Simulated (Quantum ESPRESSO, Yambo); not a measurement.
# Quasiparticle gap of LiF (Griceite) in Yambo, part 2 of 2

Aim: the G0W0 gap of LiF (Griceite) on PBE, step by step.

Quantum ESPRESSO 7.5 and Yambo 5.3.0; PBE and many-body steps on it, plane waves. Known limits of the many-body steps: not at the basis limit.

So far. Step 3 (Bands along the symmetry lines): The gap is 9.114 eV, −0.001 eV from the run before at this level. Step 4 (Empty states on the mesh, 8×8×8 mesh, 73 bands): On this mesh the gap is 9.115 eV.

### Step 5. Conversion and set-up

This step: Yambo 5.3.0; conversion and set-up on PBE, plane waves, norm-conserving pseudopotentials.

The states are converted to the many-body program's format and the q mesh is built.

Started as:

```bash
(cd o/x.save; p2y > p2y.log; mv SAVE ../..); yambo > setup.log
```

Log:

```text
 Yambo, version 5.3.0

 [02] CORE Variables Setup
 =========================

  [02.01] Unit cells
  ==================

  Cell kind             :  FCC
  Atoms in the cell     :  Li  F
  number of Li atoms    :  1
  number of F  atoms    :  1

  List of atomic masses
  Mass of Li    :  6.940000
  Mass of F     :  18.99800

  List of atomic coordinates    : [cc]
  Li1       :  0.000000  0.000000  0.000000  order 1
  F1       :  3.805908  3.805908  3.805908  order 2

  Alat factors          :  3.805908  3.805908  3.805908 [a.u.]
  Direct lattice volume :  110.2567 [a.u.]
  Direct lattice vectors:  A[ 1 ]  A[ 2 ]  A[ 3 ]
   A[ 1 ]:  0.000000  1.000000  1.000000  [iru]
   0.000000  3.805908  3.805908  [cc]
   A[ 2 ]:  1.000000  0.000000  1.000000  [iru]
   3.805908  0.000000  3.805908  [cc]
   A[ 3 ]:  1.000000  1.000000 -0.000000  [iru]
   3.805908  3.805908 -0.000000  [cc]

  Recip. lattice volume :  2.249752 [a.u.]
  Recip. lattice vectors:  B[ 1 ]  B[ 2 ]  B[ 3 ]
   B[ 1 ]: -0.500000  0.500000  0.500000  [iku]
  -0.825451  0.825451  0.825451  [cc]
   B[ 2 ]:  0.500000 -0.500000  0.500000  [iku]
   0.825451 -0.825451  0.825451  [cc]
   B[ 3 ]:  0.500000  0.500000 -0.500000  [iku]
   0.825451  0.825451 -0.825451  [cc]

  [02.02] Symmetries
  ==================

  Inversion symmetry    : yes
  Spatial inversion     : yes
  Inversion index       :  25
  K-space Time-reversal : no
  Magnetic symmetries   : no
  Group table correct   : yes
  Symmetries units      :  [cc]

   [S  1]:   1.0000     -0.12918E-16 -0.12918E-16 -0.12918E-16   1.0000      0.12918E-16  0.12918E-16  0.12918E-16   1.0000
   [S  2]:  -1.0000      0.12918E-16 -0.12918E-16  0.12918E-16  -1.0000      0.12918E-16 -0.12918E-16 -0.12918E-16   1.0000
   [S  3]:  -1.0000     -0.12918E-16  0.12918E-16  0.12918E-16   1.0000     -0.12918E-16 -0.12918E-16  0.12918E-16  -1.0000
[...]
[... 36 further rows ...]
   [S 47]: -0.12918E-16   1.0000      0.12918E-16  0.12918E-16 -0.12918E-16  -1.0000       1.0000      0.12918E-16 -0.12918E-16
   [S 48]: -0.12918E-16  -1.0000     -0.12918E-16  0.12918E-16  0.12918E-16   1.0000       1.0000     -0.12918E-16  0.12918E-16

  [02.03] Reciprocal space
  ========================

  nG shells         :  143
  nG charge         :   9185
  nG WFs            :  1615
  nC WFs            :  1158
  G-vecs. in first 14 shells:  [ Number ]
     1    9   15   27   51   59   65   89  113
   137  169  181  229  259
  ...
  Shell energy in first 14 shells:  [ mHa ]
    0.00000      1022.06      1362.74      2725.48      3747.54      4088.22      5450.96      6473.02      6813.70
    8176.44      9198.50      10901.9      11924.0      12264.7
  ...

  [02.04] K-grid lattice
  ======================

  Compatible Grid is   : 3D
  Base K vectors       :  K_min[ 1 ]  K_min[ 2 ]  K_min[ 3 ]
  K_min[ 1 ] :  0.39326E-17 -0.12500     -0.42090E-17 [rlu]
[...]
K [29]         [rlu]:  0.250000 -0.500000 -0.250000
         WF components:  1144

  [02.05] Energies & Occupations
  ==============================

  [X] === General ===
  [X] Electronic Temperature                        :  0.000000  0.000000 [eV K]
  [X] Bosonic    Temperature                        :  0.000000  0.000000 [eV K]
  [X] Finite Temperature mode                       : no
  [X] El. density                                   :  0.61206E+24 [cm-3]
  [X] Fermi Level                                   :  0.906508 [eV]

  [X] === Gaps and Widths ===
  [X] Conduction Band Min                           :  9.114627 [eV]
  [X] Valence Band Max                              :  0.000000 [eV]
  [X] Filled Bands                                  :   5
  [X] Empty Bands                                   :    6   73
  [X] Direct Gap                                    :  9.114627 [eV]
  [X] Direct Gap localized at k                     :  1
  [X] Indirect Gap                                  :  9.114627 [eV]
  [X] Indirect Gap between kpts                     :  1  1
  [X] Last valence band width                       :  0.989798 [eV]
  [X] 1st conduction band width                     :  5.964288 [eV]

  E @ K [ 1]:  [eV]
   -40.844      -19.895     -0.12003E-09 -0.36052E-10   0.0000       9.1146       23.991       23.991
   23.99086  24.40597  24.40597  24.40597  27.37798  31.57670  31.57670  44.93489
  occ @ K [ 1]
   2.000000  2.000000  2.000000  2.000000  2.000000  0.000000  0.000000  0.000000
[...]
E @ K [ 2]:  [eV]
[...]
occ @ K [ 2]
[...]
E @ K [ 3]:  [eV]
[...]
occ @ K [ 3]
[...]
E @ K [ 8]:  [eV]
[...]
occ @ K [ 8]
[...]
E @ K [ 9]:  [eV]
[...]
occ @ K [ 9]
[...]
E @ K [10]:  [eV]
[...]
occ @ K [10]
[...]
E @ K [11]:  [eV]
[...]
occ @ K [11]
[...]
E @ K [12]:  [eV]
[...]
occ @ K [12]
[...]
E @ K [13]:  [eV]
[...]
occ @ K [13]
[...]
E @ K [14]:  [eV]
[...]
occ @ K [14]
[...]
[... 14 further k-points ...]
  E @ K [29]:  [eV]
[...]
occ @ K [29]
   2.000000  2.000000  2.000000  2.000000  2.000000  0.000000  0.000000  0.000000
   0.000000  0.000000  0.000000  0.000000  0.000000  0.000000  0.000000  0.000000

 [03] Transferred momenta grid and indexing
 ==========================================

 IBZ Q-points                                      :  29
 BZ  Q-points                                      :   512

 K/Q-points units:
 rlu = crystal or reduced units; cc = cartesian coordinates; iku = interal k-units

 Q [ 1]         [rlu]:  0.000000  0.000000  0.000000
 Q [ 2]         [rlu]: -0.44736E-17 -0.44736E-17  0.12500
 Q [ 3]         [rlu]: -0.89471E-17 -0.89471E-17  0.25000
[...]
Q [ 8]         [rlu]: -0.89471E-17  0.12500      0.37500
 Q [ 9]         [rlu]: -0.26293E-17  0.12500      0.50000
 Q [10]         [rlu]:  0.17894E-16  0.12500     -0.37500
     [... 17 further rows ...]
 Q [28]         [rlu]:  0.125000 -0.500000 -0.375000
 Q [29]         [rlu]:  0.250000 -0.500000 -0.250000

  [03.01] X indexes
  =================

   [03.01.01] Sigma indexes
   ========================

 [06] Game Over & Game summary
```

Wall time 1.8 s (1 MPI rank of Arm Neoverse V2, shared host); peak memory 0.24 GiB.

### Step 6. Screening and self-energy, 8×8×8 mesh, 73 bands, screening to 210.9 eV

Now the one-shot GW correction: screening in the RPA, then the self-energy of the levels asked for.

This step: G0W0 on PBE, plane waves, norm-conserving pseudopotentials.

Contents of gw1.in:

```
HF_and_locXC
gw0
dyson
ppa
em1d
rim_cut
RandQpts= 1000000
RandGvec= 1 RL
EXXRLvcs= 72 Ry
VXCRLvcs= 288 Ry
Chimod= "HARTREE"
% BndsRnXp
 1 | 73 |
%
NGsBlkXp= 15.5 Ry
% LongDrXp
 1 | 1 | 1 |
%
% GbndRnge
 1 | 73 |
%
DysSolver= "n"
ExtendOut
PPAPntXp= 27.21138 eV
% QPkrange
 1 | 1 | 4 | 7 |
%
```

Started as:

```bash
OMP_NUM_THREADS=1 mpirun -n 4 yambo -F gw1.in -J gw1 -C gw1 > gw1.log
```

Log:

```text
 Yambo, version 5.3.0

 [02] CORE Variables Setup
 =========================

  [... cell, symmetries and grids as in the set-up ...]

  [02.05] Energies & Occupations
  ==============================

  [X] === General ===
  [X] Electronic Temperature                        :  0.000000  0.000000 [eV K]
  [X] Bosonic    Temperature                        :  0.000000  0.000000 [eV K]
  [X] Finite Temperature mode                       : no
  [X] El. density                                   :  0.61206E+24 [cm-3]
  [X] Fermi Level                                   :  0.906508 [eV]

  [X] === Gaps and Widths ===
  [X] Conduction Band Min                           :  9.114627 [eV]
  [X] Valence Band Max                              :  0.000000 [eV]
  [X] Filled Bands                                  :   5
  [X] Empty Bands                                   :    6   73
  [X] Direct Gap                                    :  9.114627 [eV]
  [X] Direct Gap localized at k                     :  1
  [X] Indirect Gap                                  :  9.114627 [eV]
  [X] Indirect Gap between kpts                     :  1  1
  [X] Last valence band width                       :  0.989798 [eV]
  [X] 1st conduction band width                     :  5.964288 [eV]

 [03] Transferred momenta grid and indexing
 ==========================================

 IBZ Q-points                                      :  29
 BZ  Q-points                                      :   512

 K/Q-points units:
 rlu = crystal or reduced units; cc = cartesian coordinates; iku = interal k-units

 Q [ 1]         [rlu]:  0.000000  0.000000  0.000000
 Q [ 2]         [rlu]: -0.44736E-17 -0.44736E-17  0.12500
 Q [ 3]         [rlu]: -0.89471E-17 -0.89471E-17  0.25000
 Q [ 4]         [rlu]:  0.59525E-19  0.59525E-19  0.37500
 Q [ 5]         [rlu]:  0.17894E-16  0.17894E-16 -0.50000
 Q [ 6]         [rlu]:  0.55284E-18  0.12500      0.12500
 Q [ 7]         [rlu]:  0.39326E-17  0.12500      0.25000
 Q [ 8]         [rlu]: -0.89471E-17  0.12500      0.37500
 Q [ 9]         [rlu]: -0.26293E-17  0.12500      0.50000
 Q [10]         [rlu]:  0.17894E-16  0.12500     -0.37500
     [... 17 further rows ...]
 Q [28]         [rlu]:  0.125000 -0.500000 -0.375000
 Q [29]         [rlu]:  0.250000 -0.500000 -0.250000

 [04] Coloumb potential Random Integration (RIM)
 ===============================================

  [04.01] RIM initialization
  ==========================

  * Diagonal components only detected *

  8 x (sBL volume)        :  0.035152 [a.u.]
  sBZ random points       :  1000000
  Points outside the sBZ  :   7996195
  RL volume               :  2.249752 [a.u.]
  Integrated volume       :  2.250822 [a.u.]

  [04.02] RIM integrals
  =====================

  Gamma point sphere radius             :  0.059420 [a.u.]
  Points outside the sphere             :   799659
  [Int_sBZ(q=0) 1/q^2]*(Vol_sBZ)^(-1/3) =:  7.764404
                                 should be <:  7.795600

  Summary of Coulomb integrals for non-metallic bands |Q|[au] RIM/Bare

  Q [1] 0.100000E-4 0.995998 * Q [2] 0.178715 1.065507
  Q [6] 0.206363 1.063520 * Q [12] 0.291841 1.025994
  Q [7] 0.342214 1.019443 * Q [3] 0.357431 1.017217
  Q [13] 0.412726 1.013507 * Q [11] 0.449757 1.010827
  Q [22] 0.461441 1.010532 * Q [8] 0.505484 1.008888
  Q [14] 0.536146 1.007997 * Q [4] 0.536146 1.007966
  Q [17] 0.583682 1.006539 * Q [23] 0.610430 1.006171
  Q [10] 0.619089 1.005860 * Q [18] 0.619089 1.006039
  Q [25] 0.652577 1.005436 * Q [9] 0.676606 1.005167
  Q [15] 0.684428 1.005043 * Q [5] 0.714862 1.004510
  Q [19] 0.736863 1.004389 * Q [16] 0.736863 1.004241
  Q [27] 0.744052 1.004143 * Q [24] 0.772139 1.003889
  Q [26] 0.792552 1.003834 * Q [21] 0.825451 1.003655
  Q [28] 0.850856 1.003467 * Q [20] 0.875523 1.003109
  Q [29] 0.922883 1.003011

 [05] Dipoles
 ============

  [05.01] Setup: observables and procedures
  =========================================

 [06] Dynamic Dielectric Matrix (PPA)
 ====================================

 [WR./gw1//ndb.pp]---------------------------------------------------------------
  Brillouin Zone Q/K grids (IBZ/BZ)                :    29   512    29   512
  RL vectors                                       :  1639 [WF]
  Coulomb cutoff potential                         : none
  Electronic Temperature                           :  0.000000 [K]
  Bosonic    Temperature                           :  0.000000 [K]
  PPA    diel. fun.  energies                      : Perdew, Burke & Ernzerhof(X)+Perdew, Burke & Ernzerhof(C)
  wavefunctions                                    : Perdew, Burke & Ernzerhof(X)+Perdew, Burke & Ernzerhof(C)
  Global Gauge                                     : length
  X matrix size                                    :  137
  X band range                                     :    1   73
  X e/h energy range                               : -1.000000 -1.000000 [eV]
  X Time ordering                                  : R
  X Hxc Kernel                                     : HARTREE
  X Drude frequency                                :  0.000000  0.000000
  X poles                                          :  100.0000 [o/o]
  RL vectors in the sum                            :  1639
  [r,Vnl] included                                 : yes
  Field direction                                  :  0.577350E-5  0.577350E-5  0.577350E-5
  BZ energy Double Grid                            : no
  BZ energy DbGd points                            : 0
  BZ Q point size factor                           : -1.000000
  X Optical Averaged directions                    : none

 [07] Local Exchange-Correlation + Non-Local Fock
 ================================================

 [VXC] Plane waves :   9185
 [EXS] Plane waves :  1211

 QP @ state[ 1 ] K range:  1  1
 QP @ state[ 1 ] b range:   4   7

 [xc] Functional : Perdew, Burke & Ernzerhof(X)+Perdew, Burke & Ernzerhof(C)
 [xc] LIBXC used to calculate xc functional
  PP Number of Atomic Species                      :  2
  NLCC RL compoments                               :   9185
  PP Number of Atomic Species                      :  2
  NLCC RL compoments                               :   9185

 [xc] E_xc :  -6.404302 [Ha]
      E_xc :  -12.80860 [Ry]

  Local XC kind (lXC) : Perdew, Burke & Ernzerhof(X)+Perdew, Burke & Ernzerhof(C)
  Non-Local XC kind (nlXC) : Hartree-Fock

  Corrections @ K [1] :  [eV]
 <4|nlXC|4> = -30.70137  0.65788E-18 <4|lXC|4> = -23.05348 -0.94408E-16
 <5|nlXC|5> = -30.70135  0.47792E-17 <5|lXC|5> = -23.05348  0.65090E-22
 <6|nlXC|6> = -6.618817  0.67505E-18 <6|lXC|6> = -11.45041  0.18915E-15
 <7|nlXC|7> = -3.080515  0.14140E-18 <7|lXC|7> = -10.01124 -0.94330E-16

 [08] Dyson equation: Newton solver
 ==================================

  [08.01] G0W0 (W PPA)
  ====================

  [  GW  ] Bands range     :    1   73
  [GW/PPA] G damping       :  0.100000 [eV]

  QP @ state[ 1 ] K range:  1  1
  QP @ state[ 1 ] b range:   4   7

   Sc/G bands                                       :    1   73
   Sc/G damping                                     :  0.100000 ev
   Sc bands terminator                              : no
   Sx RL components                                 :  1211

   QP @ state[ 1 ] K range                          :  1  1
   QP @ state[ 1 ] b range                          :   4   7
   GF energies kind                                 : Perdew, Burke & Ernzerhof(X)+Perdew, Burke & Ernzerhof(C)
   GF WF`s kind                                     : Perdew, Burke & Ernzerhof(X)+Perdew, Burke & Ernzerhof(C)
   Xs energies kind                                 : Perdew, Burke & Ernzerhof(X)+Perdew, Burke & Ernzerhof(C)
   Xs WF`s kind                                     : Perdew, Burke & Ernzerhof(X)+Perdew, Burke & Ernzerhof(C)

 [11] Game Over & Game summary
```

Elapsed: 3 min, on 4 MPI ranks; peak memory 1.4 GiB; 12 min of CPU time.

Numbers from this step:

```
G0W0 gap on the points computed              : 13.30 eV
starting gap on the mesh                     : 9.115 eV
k of the valence top                         : 0, 0, 0
k of the conduction bottom                   : 0, 0, 0
least direct G0W0 gap on the computed points : 13.30 eV
Z at the valence top                         : 0.8269
Z at the conduction bottom                   : 0.8907
```

The gap on the mesh goes from 9.11 eV to 13.30 eV, a correction of +4.19 eV.

Limits: finite bands, cutoff and mesh. v1 is the top filled band, c1 the lowest empty one. Levels before and after the correction, in eV, zero at the valence-band top of each column:

```csv
,conduction bottom,valence top
Kohn-Sham,9.11,0.00
G0W0,13.30,0.00
```

```csv
,level,energy (eV)
Kohn-Sham,Γ v2-v1,0.000
Kohn-Sham,Γ c1,9.115
Kohn-Sham,Γ c2,23.991
G0W0,Γ v2-v1,0.000
G0W0,Γ c1,13.303
G0W0,Γ c2,29.053
```

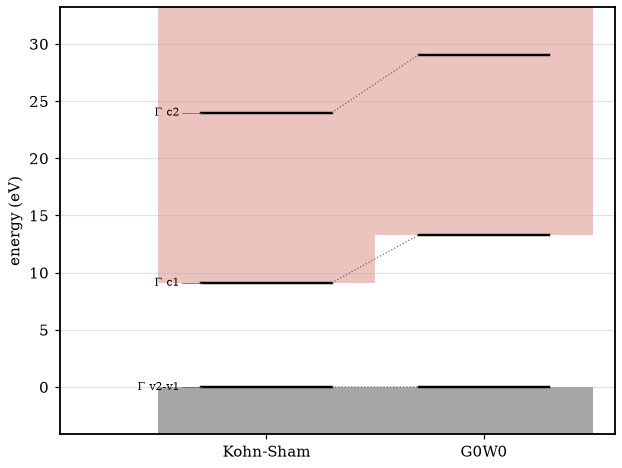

Levels before and after the correction. Shaded: valence and conduction bands.

### Step 7. Where the time went

Times are wall times on the hardware named with each run, good to a factor of about two.

```csv
step,time,share,memory (GiB)
ground state,1.8 s,1 %,0.05
bands along the symmetry lines,1.2 s,1 %,0.05
empty states on the mesh,3.8 s,2 %,0.2
conversion and set-up,1.8 s,1 %,0.24
screening and self-energy,3 min,95 %,1.4
```

### Step 8. Summary of results

```json
{"PBE gap": "9.11 eV, indirect (only 1 meV under the direct gap)", "G0W0 gap on the mesh": "13.30 eV", "GW settings": "8×8×8 mesh, 73 bands, screening to 210.9 eV, Godby-Needs plasmon pole", "known limits": "not at the basis limit"}
```

**Reading.** G0W0 moves the gap on the mesh from 9.11 eV to 13.30 eV (+4.19 eV), with Z of 0.83 and 0.89 at the edges. Only 1 of the mesh's irreducible points was corrected, so a valley elsewhere could overtake. The dearest step here is «screening and self-energy». Bands and cutoff are finite, so the gap is not at the basis limit. The miss can reach some tenths of an eV and take either sign; the mesh is an error of its own. In the G0W0 run levels were corrected at 1 k point alone, so a gap called «on the mesh» is the least over those, and an edge elsewhere would be missed.

[Paths, hosts, dates, memory and timing lines, banners, echoed tables and standing remarks are left out of the program output.]

[Logs are printed without paths, hosts, clocks, repeated set-up lines and the standing remarks that a program may print on its own settings, such as how far it seeks lower states.]

[Runs of the session that timed out or met a known fault of the program may be left out.]

[Hosts, paths, dates, database ids (printed as entryN), source tags and the programs' standing remarks are cut or masked in the printed files.]
